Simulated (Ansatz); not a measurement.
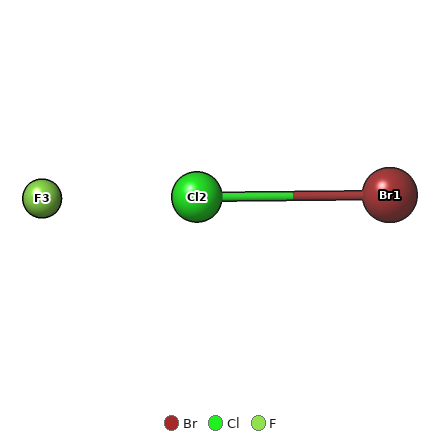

The system is Br⁻ + ClF; the picture shows the reference structure. 
- The first coordinate is: distance Br1–Cl2; the second: distance Cl2–F3.
- Nothing is relaxed (the angle Br1–Cl2–F3 is fixed at 180 degrees).
- Grid: 17 × 17 points.
- Points are written as (first, second).
- All energies are given in kcal/mol relative to the lowest grid point.
- The reference is spin-restricted, so regions where a bond is pulled apart into radicals lie too high.
- Level of theory: RKS PBE0-D4/def2-SVPD in Ansatz 0.2.0.

Its coordinates:

```yaml
atoms:
  - { symbol: Br, position_ang: [-2.4260, 0.0000, 0.0000] }
  - { symbol: Cl, position_ang: [0.0000, 0.0000, 0.0000] }
  - { symbol: F, position_ang: [1.9460, 0.0000, 0.0000] }
```

Range: distance Br1–Cl2 from 1.776 to 3.376 Å; distance Cl2–F3 from 1.296 to 2.896 Å.

**What will the energy surface look like?**

The lowest grid point is at (2.426 Å, 1.946 Å). No other kind of well shows on this grid. The highest grid point, (1.776 Å, 1.296 Å), lies 284 kcal/mol above the lowest. Round the minimum the valley is somewhat tilted: raising distance Br1–Cl2 shifts the best value of distance Cl2–F3 downwards (coupling k₁₂/√(k₁₁k₂₂) about 0.4).

```tsv
distance Cl2–F3 ↓, distance Br1–Cl2 →	1.776	1.883	2.040	2.223	2.426	2.644	2.877	3.121	3.376
2.896	89	56	32	23	25	33	42	52	60
2.641	86	52	27	18	19	25	35	44	52
2.397	84	49	22	11	11	17	25	34	42
2.164	85	48	19	6	4	8	15	23	30
1.946	93	54	21	5	0	2	8	14	21
1.743	112	70	33	13	4	3	7	11	16
1.560	149	104	62	36	24	19	20	22	25
1.403	212	162	116	86	69	61	59	59	60
1.296	284	232	183	150	131	121	117	116	117
```

The table holds every second grid line.

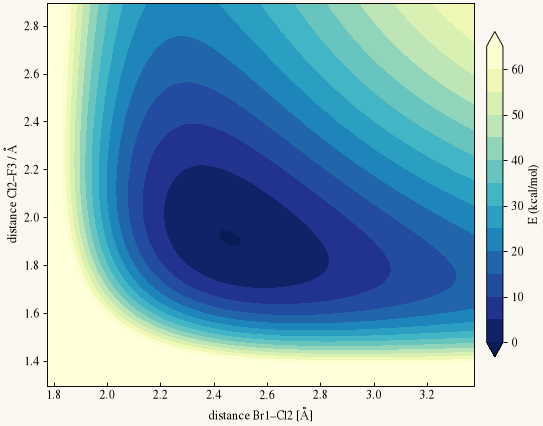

In the figure: filled contours, one colour for all values above the top of the scale. Between grid points the surface is interpolated.

Each point was launched as `ansatz run input.yaml --threads 1 --pin off --max-ram 2560MiB --backend cpu --events-out ev --progress --plain --runs-dir out`. Time for the 289 points that were run: 18 min on 1 thread of Arm Neoverse V2, on a shared host.
